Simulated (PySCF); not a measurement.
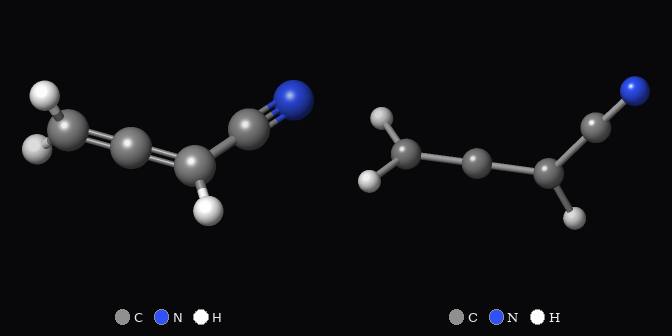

The same structure drawn twice, from different directions.

The computed structure is the end point of a PBE0-D3(BJ)/def2-SVP optimisation. No frequency run is at hand to confirm it as a minimum.

Question: What is the molecular formula?

Answer: C4H3N, 8 atoms: 4 carbon, 3 hydrogen and 1 nitrogen.

Question: Describe its rings.

Answer: It has no ring.

More results for the same structure follow; atom numbers are the same in all pictures, views and colours differ.

Shape

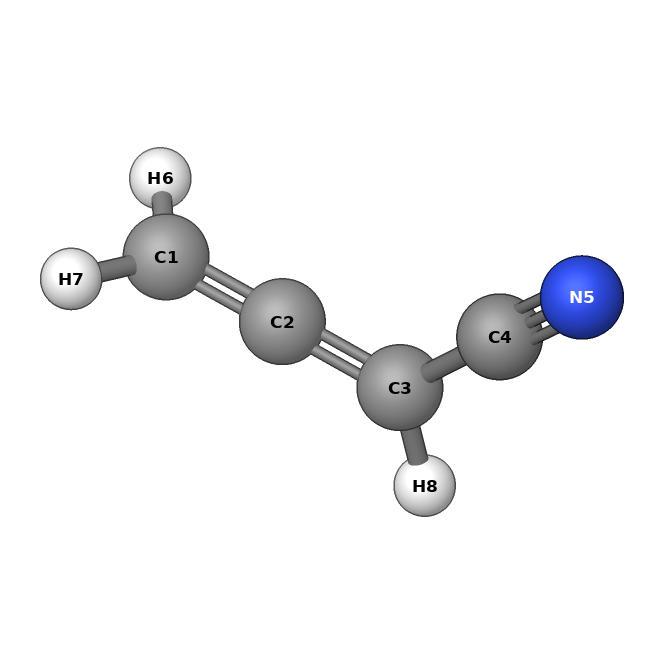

Numbered structure. No frequency run is at hand to confirm it as a minimum.

Question: How are the neighbours of atom 1 arranged?

Answer: C1 has 3 neighbours (C2 at 1.30, H6 at 1.10, H7 at 1.10 Å); the arrangement is trigonal planar.

Question: How are the neighbours of atom 4 arranged?

Answer: C4 has 2 neighbours (C3 at 1.43, N5 at 1.16 Å); the arrangement is linear.

Question: Describe the coordination of atom 3.

Answer: C3 has 3 neighbours (C2 at 1.32, C4 at 1.43, H8 at 1.10 Å); the arrangement is trigonal planar.

Question: What is the geometry at C2?

Answer: C2 has 2 neighbours (C1 at 1.30, C3 at 1.32 Å); the arrangement is linear.

Electronic properties

No frequency run is at hand to confirm it as a minimum. Method: B3LYP/cc-pVTZ, gas phase (PySCF 2.14.0).

Computed properties:

- dipole moment: 4.39 D
- HOMO energy (Kohn–Sham orbital): −7.94 eV
- LUMO energy (Kohn–Sham orbital): −1.64 eV
- HOMO–LUMO gap: 6.30 eV

Quadrupole coupling

No frequency run is at hand to confirm it as a minimum. Electric field gradients from the ground-state density, B3LYP/def2-TZVP (PySCF 2.14.0), non-relativistic apart from any core potentials.

Give the largest field-gradient component, the quadrupole coupling constant and the asymmetry for 14N at N5 (Q = 20.44 mb), 2H at H6 (Q = 2.86 mb), 2H at H8 (Q = 2.86 mb).

```tsv
atom	V_zz (a.u.)	e²qQ/h (MHz)	η
N5	−0.963	−4.63	0.11
H6	0.285	0.192	0.04
H8	0.280	0.188	0.09
```

Spin–spin coupling

No frequency run is at hand to confirm it as a minimum. Method: B3LYP/cc-pVTZ indirect spin-spin coupling, non-relativistic, gas phase (PySCF 2.14.0). Isotopes: 13C, 1H, 15N.

Give the spin–spin coupling constants of these pairs, with the number of bonds between them: C3/C4, C4/N5, C2/H7, C4/H8, C3/H7.

```tsv
pair	bonds apart	J (Hz)
C3, C4	1	89.9
C4, N5	1	−41.3
C2, H7	2	−2.0
C4, H8	2	−2.8
C3, H7	3	5.0
```
